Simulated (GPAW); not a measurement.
# A GW chain in GPAW: LiH (Fm-3m)

Aim: the G0W0 gap of LiH (Fm-3m) on PBE, step by step.

Main program and level: GPAW 26.7.0; PBE and many-body steps on it, plane waves.

The database entry behind the starting cell differs from later determinations by our own check (the deuteride, about 0.2 % short), so it need not match the best structure at ambient conditions.

## Step 1: Set-up

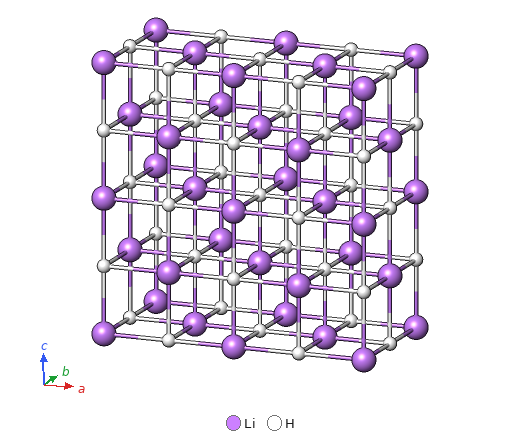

The cell as given, slightly off an axis (lithium purple, hydrogen white). 2×1×2 cells are drawn. This picture shows the conventional cell, with its axes. Some periodic images of atoms are drawn too.

As a file:

```cif
data_structure
_symmetry_space_group_name_H-M 'P 1'
_symmetry_Int_Tables_number 1
_cell_length_a 2.8804
_cell_length_b 2.8804
_cell_length_c 2.8804
_cell_angle_alpha 60.000
_cell_angle_beta 60.000
_cell_angle_gamma 60.000
_cell_volume 16.90
loop_
_atom_site_label
_atom_site_type_symbol
_atom_site_fract_x
_atom_site_fract_y
_atom_site_fract_z
_atom_site_occupancy
Li1 Li 0.00000 0.00000 0.00000 1
H2 H 0.50000 0.50000 0.50000 1
```

The cell and positions come from the Crystallography Open Database and are kept as given unless a step says otherwise.

## Step 2: Ground state

This step: GPAW 26.7.0; DFT, PBE, plane waves, PAW.

The ground-state density comes first.

File run.py:

```python
import json
import numpy as np
from gpaw.mpi import world
from ase import Atoms
from gpaw import GPAW, PW, FermiDirac

atoms = Atoms(['Li', 'H'],
    cell=[[0.0000000000, 2.0367500000, 2.0367500000],
      [2.0367500000, 0.0000000000, 2.0367500000],
      [2.0367500000, 2.0367500000, 0.0000000000]],
    scaled_positions=[[0.0000000000, 0.0000000000, 0.0000000000],
      [0.5000000000, 0.5000000000, 0.5000000000]],
    pbc=(True, True, True))
calc = GPAW(mode=PW(600),
    xc='PBE',
    kpts={'size': (10, 10, 10), 'gamma': True},
    occupations=FermiDirac(0.001),
    nbands=-7,
    convergence={'density': 1e-6, 'bands': -3},
    maxiter=100,
    txt='gs.txt')
atoms.calc = calc
res = {'energy': atoms.get_potential_energy()}
kpts = calc.get_ibz_k_points()
res['kpts'] = kpts
res['eigenvalues'] = [calc.get_eigenvalues(kpt=k) for k in range(len(kpts))]
res['n_electrons'] = calc.get_number_of_electrons()
calc.write('gs.gpw')

if world.rank == 0:
    with open('result.json', 'w') as f:
        json.dump(res, f, default=lambda x: x.tolist())
```

On the command line:

```console
mpirun -n 4 gpaw python run.py
```

What it wrote:

```text
__  _  _
 | _ |_)|_||  |
 |__||  | ||/\| - 26.7.0

Input parameters:
  mode=PW(ecut=600.0),
  convergence={'density': 1e-06, 'bands': -3},
  kpts=MonkhorstPack(size=(10, 10, 10), gamma=True),
  maxiter=100,
  nbands=-7,
  occupations=Occupations(name='fermi-dirac', width=0.001, fixmagmom=False),
  xc=XC(name='PBE')
  [... matrices ...]
Diagonalizing LCAO Hamiltonian
Converting LCAO to pw mode

              H

       Li

Atoms  # Å, Bohr magnetons
|   | symbol |        x |        y |        z |    initial magnetic moments |
| 0 |     Li | 0.000000 | 0.000000 | 0.000000 | ( 0.0000,  0.0000,  0.0000) |
| 1 |      H | 2.036750 | 2.036750 | 2.036750 | ( 0.0000,  0.0000,  0.0000) |

Unit cell  # Å
| periodic |        x |        y |        z |  lengths |    angles |
|      yes | 0.000000 | 2.036750 | 2.036750 | 2.880399 | 60.000000 |
|      yes | 2.036750 | 0.000000 | 2.036750 | 2.880399 | 60.000000 |
|      yes | 2.036750 | 2.036750 | 0.000000 | 2.880399 | 60.000000 |

Number of symmetries: 48
Symmetry operations  # r_c * U_cc + t_c -> r_c
|    | kind |            matrix            |
|  0 |  σ   |  1, 0, 0,  1, 0,-1,  1,-1, 0 |
|  1 |  C2  |  1, 0, 0,  1,-1, 0,  1, 0,-1 |
|  2 |  E   |  1, 0, 0,  0, 1, 0,  0, 0, 1 |
|  3 |  σ   |  1, 0, 0,  0, 0, 1,  0, 1, 0 |
|  4 |  C4  |  1, 0,-1,  1, 0, 0,  1,-1, 0 |
|  5 |  S6  |  1, 0,-1,  1,-1, 0,  1, 0, 0 |
|  6 |  σ   |  1, 0,-1,  0, 1,-1,  0, 0,-1 |
|  7 |  C3  |  1, 0,-1,  0, 0,-1,  0, 1,-1 |
|  8 |  S6  |  1,-1, 0,  1, 0, 0,  1, 0,-1 |
|  9 |  C4  |  1,-1, 0,  1, 0,-1,  1, 0, 0 |
| 10 |  C3  |  1,-1, 0,  0,-1, 1,  0,-1, 0 |
| 11 |  σ   |  1,-1, 0,  0,-1, 0,  0,-1, 1 |
| 12 |  σ   |  0, 1, 0,  1, 0, 0,  0, 0, 1 |
| 13 |  C4  |  0, 1, 0,  0, 1,-1, -1, 1, 0 |
| 14 |  C3  |  0, 1, 0,  0, 0, 1,  1, 0, 0 |
| 15 |  S6  |  0, 1, 0, -1, 1, 0,  0, 1,-1 |
| 16 |  C2  |  0, 1,-1,  1, 0,-1,  0, 0,-1 |
| 17 |  σ   |  0, 1,-1,  0, 1, 0, -1, 1, 0 |
| 18 |  S4  |  0, 1,-1,  0, 0,-1,  1, 0,-1 |
| 19 |  C4  |  0, 1,-1, -1, 1, 0,  0, 1, 0 |
| 20 |  C3  |  0, 0, 1,  1, 0, 0,  0, 1, 0 |
| 21 |  σ   |  0, 0, 1,  0, 1, 0,  1, 0, 0 |
| 22 |  S6  |  0, 0, 1,  0,-1, 1, -1, 0, 1 |
| 23 |  C4  |  0, 0, 1, -1, 0, 1,  0,-1, 1 |
| 24 |  S4  |  0, 0,-1,  1, 0,-1,  0, 1,-1 |
| 25 |  C3  |  0, 0,-1,  0, 1,-1,  1, 0,-1 |
| 26 |  C2  |  0, 0,-1,  0,-1, 0, -1, 0, 0 |
| 27 |  S6  |  0, 0,-1, -1, 0, 0,  0,-1, 0 |
| 28 |  S4  |  0,-1, 1,  1,-1, 0,  0,-1, 0 |
| 29 |  C4  |  0,-1, 1,  0, 0, 1, -1, 0, 1 |
| 30 |  C2  |  0,-1, 1,  0,-1, 0,  1,-1, 0 |
| 31 |  σ   |  0,-1, 1, -1, 0, 1,  0, 0, 1 |
| 32 |  C3  |  0,-1, 0,  1,-1, 0,  0,-1, 1 |
| 33 |  S6  |  0,-1, 0,  0, 0,-1, -1, 0, 0 |
| 34 |  S4  |  0,-1, 0,  0,-1, 1,  1,-1, 0 |
| 35 |  C2  |  0,-1, 0, -1, 0, 0,  0, 0,-1 |
| 36 |  C2  | -1, 1, 0,  0, 1, 0,  0, 1,-1 |
| 37 |  S6  | -1, 1, 0,  0, 1,-1,  0, 1, 0 |
| 38 |  S4  | -1, 1, 0, -1, 0, 1, -1, 0, 0 |
| 39 |  C3  | -1, 1, 0, -1, 0, 0, -1, 0, 1 |
| 40 |  S6  | -1, 0, 1,  0, 0, 1,  0,-1, 1 |
| 41 |  C2  | -1, 0, 1,  0,-1, 1,  0, 0, 1 |
| 42 |  C3  | -1, 0, 1, -1, 1, 0, -1, 0, 0 |
| 43 |  S4  | -1, 0, 1, -1, 0, 0, -1, 1, 0 |
| 44 |  C2  | -1, 0, 0,  0, 0,-1,  0,-1, 0 |
| 45 |  i   | -1, 0, 0,  0,-1, 0,  0, 0,-1 |
| 46 |  σ   | -1, 0, 0, -1, 1, 0, -1, 0, 1 |
| 47 |  C2  | -1, 0, 0, -1, 0, 1, -1, 1, 0 |

BZ-sampling:
  Number of BZ points: 1000
  Number of IBZ points: 47

  Monkhorst-Pack size: [10, 10, 10]
  Monkhorst-Pack shift: [0.05, 0.05, 0.05]

K-points  # in reciprocal-cell coordinates
|     |                                coordinates |     weight |
|   0 | (  0.00000000,   0.00000000,   0.00000000) | 0.00100000 |
|   1 | (  0.10000000,   0.10000000,   0.00000000) | 0.00600000 |
|   2 | (  0.10000000,   0.10000000,   0.10000000) | 0.00800000 |
|   3 | (  0.20000000,   0.10000000,   0.10000000) | 0.01200000 |
|   4 | (  0.20000000,   0.20000000,   0.00000000) | 0.00600000 |
|   5 | (  0.20000000,   0.20000000,   0.10000000) | 0.02400000 |
|   6 | (  0.20000000,   0.20000000,   0.20000000) | 0.00800000 |
|   7 | (  0.30000000,   0.20000000,   0.10000000) | 0.02400000 |
|   8 | (  0.30000000,   0.20000000,   0.20000000) | 0.02400000 |
|   9 | (  0.30000000,   0.30000000,   0.00000000) | 0.00600000 |
| ... |                                            |            |
|  46 | (  0.50000000,   0.50000000,   0.50000000) | 0.00400000 |

Plane wave coefficients: 588
Cutoff: 600.0 eV

Spin-components: 1 (collinear spins)
Bands:           8
Projectors:      6
Spin-degeneracy: 2
Datatype:        complex128

  Storage: CPU
  Wave functions: 3_230_592 bytes (807_648 per core)
  Projectors: 4_845_888 bytes (1_211_472 per core)
  [... matrices ...]
Parallelization:
  kpt:    4
  domain: 1
  band:   1

Density:
  Valence electrons: 2.0
  Components: 1
  Grid points: [18 18 18]
  Charge: 0.0  # |e|

Potential:
  Grid points: [18 18 18]

species:
  Li:
    name:    Lithium
    Z:       3.0
    valence: 1
    core:    2
    charge:  0.0  # [|e|]
    compensation charges:
      type: gauss
      rc: 0.33  # [Å]
      lmax: 2
    cutoffs:
      filter: 1.91  # [Å]
      core: 2.55  # [Å]
    projectors
    | kind |    occ | energy [eV] | rcut [Å] |
    |   2s |  1.000 |      -2.874 |    1.058 |
    |   2p |  0.000 |      -1.090 |    1.058 |
    |    s |        |      24.337 |    1.058 |

    Using partial waves for Li as LCAO basis

  H:
    name:    Hydrogen
    Z:       1.0
    valence: 1
    core:    0
    charge:  0.0  # [|e|]
    compensation charges:
      type: gauss
      rc: 0.15  # [Å]
      lmax: 2
    cutoffs:
      filter: 0.85  # [Å]
      core: 0.53  # [Å]
    projectors
    | kind |    occ | energy [eV] | rcut [Å] |
    |   1s |  1.000 |      -6.494 |    0.476 |
    |    s |        |      20.717 |    0.476 |
    |    p |        |       0.000 |    0.476 |

    Using partial waves for H as LCAO basis

Reference energy: -215.277982  # eV

eigensolver:
  PPCG
  Converge bands: -3
  niter=2

density mixing:
  MSR1-Mixer
  Pratt-step length: 0.05
  Maximum mixing coefficient: 0.75
  Old densities: 10
  SVD Regularization: 0.005
  Good broyden scale: 1.0
  Trust region scale: 1.0
  Backstep threshold: 4.0
  History deletion threshold: 6.0
  Fourier metric: weight=20.0, sigma=0.015

occupation numbers:
  Fermi-Dirac:
    width: 0.0010  # eV

poisson solver:
  ecut: 4800.0  # eV

xc functional:
  name: PBE with 2 nearest neighbor stencil

Initialization done in: 0.872 s

convergence criteria:
- Maximum integral of absolute [dens]ity change: 1e-06 electrons / valence electron
- Maximum [total energy] change in last 3 cyles: 0.0005 eV / valence electron
- Maximum integral of absolute [eigenst]ate change: 4e-08 eV^2 / valence electron
maximum number of iterations: 100

SCF iterations
|iter     |     time |      energy | eigst |  dens |
|iter:   1|  |   -6.292563 | +2.44 |       |
|iter:   2|  |   -6.267441 | +0.41 | -0.56 |
|iter:   3|  |   -6.105923 | -1.83 | -0.59 |
|iter:   4|  |   -6.102039 | -2.71 | -1.26 |
|iter:   5|  |   -6.102305 | -3.33 | -1.96 |
|iter:   6|  |   -6.102324c| -4.74 | -2.66 |
|iter:   7|  |   -6.102324c| -6.20 | -4.14 |
|iter:   8|  |   -6.102323c| -6.40 | -4.48 |
|iter:   9|  |   -6.102323c| -7.45c| -5.22 |
|iter:  10|  |   -6.102323c| -7.83c| -5.75 |
|iter:  11|  |   -6.102323c| -9.38c| -6.94c|

Converged in 11 steps
SCF loop duration: 1.306 s (0.119 s/step)
Energy contributions relative to reference atoms: (reference = -215.277982)
  [... matrices ...]
Energy contributions:
  Kinetic:           5.329029
  Coulomb:          -5.630523
  Zero:             -0.010760
  External:          0.000000
  Xc:               -5.790070
  Entropy:          -0.000000
  Spinorbit:         0.000000
  ----------------------------
  Free energy:      -6.102323
  Extrapolated:     -6.102323

dipole moment: (-2.336719, -2.336719, -2.336719)  # |e|*Ang

Fermi level: 0.519
Eigenvalues  # (at kpt = [0.000, 0.000, 0.000])
| band index |      eig [eV] | occ [0-2] |
|          0 |        -5.649 |     2.000 |
|          1 |        15.084 |     0.000 |
|          2 |        17.137 |     0.000 |
|          3 |        17.137 |     0.000 |
|          4 |        17.137 |     0.000 |
|          5 |        21.859 |     0.000 |
|          6 |        21.859 |     0.000 |
|          7 |        21.859 |     0.000 |

Gap: 2.999 eV
Transition (v -> c):
  (s=0, k=41, n=0, [0.50, 0.50, 0.00]) -> (s=0, k=41, n=1, [0.50, 0.50, 0.00])
No difference between direct/indirect transitions
# Writing to gs.gpw (mode='')
  [... matrices ...]
```

Wall time 3.6 s (4 MPI ranks of Arm Neoverse V2, shared host); peak memory 0.55 GiB.

This step gave:

```yaml
total_energy: -6.102 eV
gap: 2.999 eV
k_of_the_valence_top: 0.5, 0.5, 0
k_of_the_conduction_bottom: 0.5, 0.5, 0
least_direct_gap: 2.999 eV
```

The gap is direct, at (0.500, 0.500, 0.000).

## Step 3: Bands along the symmetry lines

Levels along a band path, at the cheap level, show where the edges lie and whether the meshes to come will hold them.

File run.py:

```python
import json
import numpy as np
from gpaw.mpi import world
from gpaw import GPAW

path = [[0.000000, 0.000000, 0.000000],
    [0.062500, 0.000000, 0.062500],
    [0.125000, 0.000000, 0.125000],
    [0.187500, 0.000000, 0.187500],
    [0.250000, 0.000000, 0.250000],
    [0.312500, 0.000000, 0.312500],
    [0.375000, 0.000000, 0.375000],
    [0.437500, 0.000000, 0.437500],
    [0.500000, 0.000000, 0.500000],
    [0.515625, 0.031250, 0.515625],
    [0.531250, 0.062500, 0.531250],
    [0.546875, 0.093750, 0.546875],
    [0.562500, 0.125000, 0.562500],
    [0.578125, 0.156250, 0.578125],
    [0.593750, 0.187500, 0.593750],
    [0.609375, 0.218750, 0.609375],
    [0.625000, 0.250000, 0.625000],
    [0.375000, 0.375000, 0.750000],
    [0.328125, 0.328125, 0.656250],
    [0.281250, 0.281250, 0.562500],
    [0.234375, 0.234375, 0.468750],
    [0.187500, 0.187500, 0.375000],
    [0.140625, 0.140625, 0.281250],
    [0.093750, 0.093750, 0.187500],
    [0.046875, 0.046875, 0.093750],
    [0.000000, 0.000000, 0.000000],
    [0.062500, 0.062500, 0.062500],
    [0.125000, 0.125000, 0.125000],
    [0.187500, 0.187500, 0.187500],
    [0.250000, 0.250000, 0.250000],
    [0.312500, 0.312500, 0.312500],
    [0.375000, 0.375000, 0.375000],
    [0.437500, 0.437500, 0.437500],
    [0.500000, 0.500000, 0.500000],
    [0.500000, 0.468750, 0.531250],
    [0.500000, 0.437500, 0.562500],
    [0.500000, 0.406250, 0.593750],
    [0.500000, 0.375000, 0.625000],
    [0.500000, 0.343750, 0.656250],
    [0.500000, 0.312500, 0.687500],
    [0.500000, 0.281250, 0.718750],
    [0.500000, 0.250000, 0.750000],
    [0.500000, 0.218750, 0.718750],
    [0.500000, 0.187500, 0.687500],
    [0.500000, 0.156250, 0.656250],
    [0.500000, 0.125000, 0.625000],
    [0.500000, 0.093750, 0.593750],
    [0.500000, 0.062500, 0.562500],
    [0.500000, 0.031250, 0.531250],
    [0.500000, 0.000000, 0.500000]]
calc = GPAW('gs.gpw').fixed_density(kpts=path,
    symmetry='off',
    nbands=11,
    convergence={'bands': 7},
    txt='bands.txt')
res = {}
kpts = calc.get_ibz_k_points()
res['kpts'] = kpts
res['eigenvalues'] = [calc.get_eigenvalues(kpt=k) for k in range(len(kpts))]
res['n_electrons'] = calc.get_number_of_electrons()

if world.rank == 0:
    with open('result.json', 'w') as f:
        json.dump(res, f, default=lambda x: x.tolist())
```

On the command line:

```console
mpirun -n 4 gpaw python run.py
```

What it wrote:

```text
Diagonalizing LCAO Hamiltonian
Converting LCAO to pw mode
convergence criteria:
- Maximum integral of absolute [eigenst]ate change: 4e-08 eV^2 / valence electron
maximum number of iterations: 100

SCF iterations
|iter     |     time |      energy | eigst |  dens |
|iter:   1|  |             | +3.14 |       |
|iter:   2|  |             | +1.30 |       |
|iter:   3|  |             | -1.72 |       |
[...]
|iter:   7|  |             | -6.71 |       |
|iter:   8|  |             | -7.23 |       |
|iter:   9|  |             | -7.82c|       |
SCF steps: 9
  __  _  _
 | _ |_)|_||  |
 |__||  | ||/\| - 26.7.0

Input parameters:
  mode=PW(ecut=600.0),
  convergence={'bands': 7},
  gpts=array([18, 18, 18]),
  kpts=KPoints(kpts=array([[0.      , 0.      , 0.      ],
         [0.0625  , 0.      , 0.0625  ],
         [0.125   , 0.      , 0.125   ],
         [0.1875  , 0.      , 0.1875  ],
[...]
[0.515625, 0.03125 , 0.515625],
[...]
[0.546875, 0.09375 , 0.546875],
[...]
[0.578125, 0.15625 , 0.578125],
[...]
[0.609375, 0.21875 , 0.609375],
[...]
[0.328125, 0.328125, 0.65625 ],
[...]
[0.234375, 0.234375, 0.46875 ],
[...]
[0.140625, 0.140625, 0.28125 ],
[...]
[0.046875, 0.046875, 0.09375 ],
[...]
[0.5     , 0.0625  , 0.5625  ],
         [0.5     , 0.03125 , 0.53125 ],
         [0.5     , 0.      , 0.5     ]])),
  maxiter=100,
  nbands=11,
  occupations=Occupations(name='fermi-dirac', width=0.001, fixmagmom=False),
  parallel={},
  symmetry=Symmetry(point_group=False, time_reversal=False),
  xc=XC(name='PBE')
  [... matrices ...]
timing:  # [seconds]
  Total: 0.022  # ━━━━━━━━━━━━━━━━━━━━━━━━━━━━━━━━━━━━━━━━━━━━━━━━━━━━━━━━━━━
```

Run time: 3.4 s. Hardware: 4 MPI ranks; peak memory 0.55 GiB; 13 s of CPU time.

Numbers from this step:

| Item | Value |
| --- | --- |
| gap | 2.999 eV |
| k of the valence top | 0.5, 0, 0.5 |
| k of the conduction bottom | 0.5, 0, 0.5 |
| least direct gap | 2.999 eV |

The gap is 2.999 eV, as in the run before at this level.

Electronic bands along the path, in eV, zero at the top of the highest filled band; v1 is the highest filled band, c1 the lowest empty one:

```csv
point,v1,c1,c2,c3,c4
Γ,-5.28,15.45,17.51,17.51,17.51
X,0.00,3.00,10.59,10.59,13.78
U,-0.48,4.11,7.41,11.70,15.69
jump to K,-0.48,4.11,7.41,11.70,15.69
Γ,-5.28,15.45,17.51,17.51,17.51
L,-2.51,4.80,13.25,16.15,16.15
W,-0.21,5.22,5.22,11.40,17.20
X,0.00,3.00,10.59,10.59,13.78
```

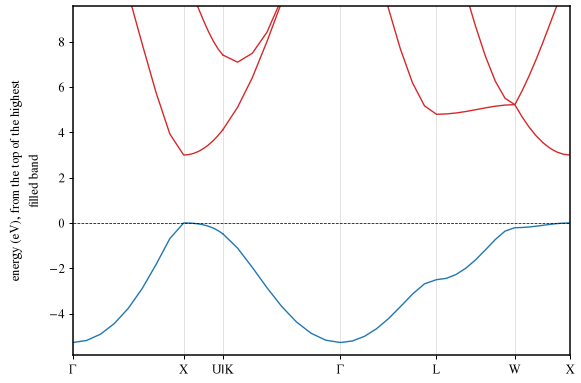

Electronic bands along the path; lines of filled and empty bands in two colours.

## Step 4: Empty states on the mesh, 6×6×6 mesh, 80 bands

The sums over transitions need many empty states on a uniform mesh; this step solves for them.

File run.py:

```python
import json
import numpy as np
from gpaw.mpi import world
from gpaw import GPAW

calc = GPAW('gs.gpw').fixed_density(kpts={'size': (6, 6, 6), 'gamma': True},
    parallel={'domain': 1, 'band': 1},
    txt='nscf.txt')
calc.diagonalize_full_hamiltonian(nbands=80)
calc.write('full.gpw', mode='all')
res = {}
kpts = calc.get_ibz_k_points()
res['kpts'] = kpts
res['eigenvalues'] = [calc.get_eigenvalues(kpt=k) for k in range(len(kpts))]
res['n_electrons'] = calc.get_number_of_electrons()

if world.rank == 0:
    with open('result.json', 'w') as f:
        json.dump(res, f, default=lambda x: x.tolist())
```

On the command line:

```console
mpirun -n 4 gpaw python run.py
```

What it wrote:

```text
Diagonalizing LCAO Hamiltonian
Converting LCAO to pw mode
convergence criteria:
- Maximum integral of absolute [eigenst]ate change: 4e-08 eV^2 / valence electron
maximum number of iterations: 100

SCF iterations
|iter     |     time |      energy | eigst |  dens |
|iter:   1|  |             | +2.46 |       |
|iter:   2|  |             | +0.62 |       |
|iter:   3|  |             | -1.48 |       |
|iter:   4|  |             | -4.09 |       |
|iter:   5|  |             | -7.01 |       |
|iter:   6|  |             | -8.37c|       |
SCF steps: 6
  __  _  _
 | _ |_)|_||  |
 |__||  | ||/\| - 26.7.0

Input parameters:
  mode=PW(ecut=600.0),
  convergence={'density': 1e-06, 'bands': -3},
  gpts=array([18, 18, 18]),
  kpts=MonkhorstPack(size=(6, 6, 6), gamma=True),
  maxiter=100,
  nbands=8,
  occupations=Occupations(name='fermi-dirac', width=0.001, fixmagmom=False),
  parallel={'domain': 1, 'band': 1},
  xc=XC(name='PBE')
Matrix size: 564x564
# Writing to full.gpw (mode='all')
  [... matrices ...]

timing:  # [seconds]
  Total: 1.049  # ━━━━━━━━━━━━━━━━━━━━━━━━━━━━━━━━━━━━━━━━━━━━━━━━━━━━━━━━━━━
```

It took 3.6 s on 4 MPI ranks; peak memory 0.52 GiB.

Numbers from this step:

```yaml
gap: 2.999 eV
k_of_the_valence_top: 0.5, 0.5, 0
k_of_the_conduction_bottom: 0.5, 0.5, 0
least_direct_gap: 2.999 eV
k_points_computed: 16
lowest_point_of_the_top_converged_band_above_the_valence_top: 148.9219 eV
```

On this mesh the gap is 2.999 eV.

(Continued in part 2 of 2.)

[Paths, hosts, dates, memory and timing lines, banners, echoed tables and standing remarks are left out of the program output.]

[Logs are printed without paths, hosts, clocks, repeated set-up lines and the standing remarks that a program may print on its own settings, such as how far it seeks lower states.]

[Runs of the session that timed out or met a known fault of the program may be left out.]

[Hosts, paths, dates, database ids (printed as entryN), source tags and the programs' standing remarks are cut or masked in the printed files.]
